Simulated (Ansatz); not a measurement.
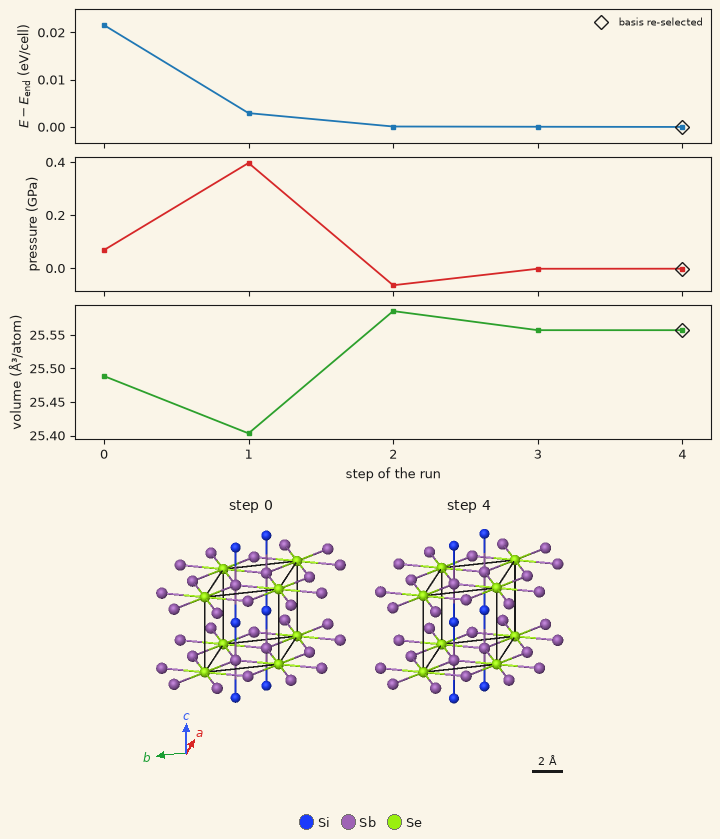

First and last geometry of a relaxation of crystalline Si₂Sb₂Se (a generated structure, set up in P6/mmm), with the history of the run. Style: ball-and-stick. Shown: the cell of the calculation, from a free direction.

Level of theory: DFT PBE, scalar-relativistic, plane waves, PAW in Ansatz 0.2.0. Set-up: plane-wave cutoff 420 eV; k-point mesh 12 × 12 × 8; occupations gaussian; smearing width 0.1 eV; no spin polarisation; cell and atoms relaxed; force threshold 0.01 eV/Å; at most 80 steps.

Did the run converge, and what did it change?

Answer. It converged. No atom moves by more than 0.005 Å relative to the cell. Cell: a = b 5.186 → 5.150 Å (−0.7 %), c 5.472 → 5.564 Å (+1.7 %). Volume +0.3 %. Among the contacts that change: Sb–Si 2.736 → 2.782 Å, Sb–Se 2.994 → 2.973 Å. The space group stays P6/mmm (No. 191). Over 3 accepted moves (4 points after the start) the energy falls by 21.6 meV per cell of the calculation. All forces vanish by symmetry, so only the cell relaxes. The pressure goes from 0.07 to 0.00 GPa. The SCF was repeated once at an unchanged geometry on a basis and grid sized afresh for the cell, which shifted the energy by less than 0.05 meV per cell of the calculation at most. The run took 110 s on 1 thread of Arm Neoverse V1 (shared host), peak memory 0.6 GiB.

| step | E − E(0), meV/atom | pressure, GPa | volume, Å³/atom | note |
| --- | --- | --- | --- | --- |
| 0 | 0.00 | 0.07 | 25.489 |  |
| 1 | -3.73 | 0.40 | 25.403 |  |
| 2 | -4.30 | -0.06 | 25.586 |  |
| 3 | -4.31 | 0.00 | 25.557 |  |
| 4 | -4.31 | 0.00 | 25.557 | same geometry, new basis |
